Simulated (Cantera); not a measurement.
Charge: 1 mol Pb, 7.7 mol H2, a varied amount of N2, held at 425 °C and 1.70 bar.

These are equilibrium values from Cantera (NASA tables, ideal gas, pure condensed phases), not measurements of a reactor. Candidate condensed phases: Pb; 11 gas species. Kinetics and transport are ignored.

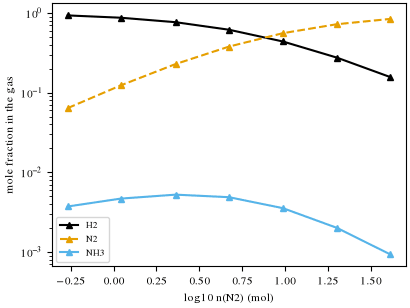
Figure: Equilibrium gas composition (values under 1e-9 drawn at 1e-9)

From 0.54 mol N2 to 41 mol N2 the condensed part is Pb(l).
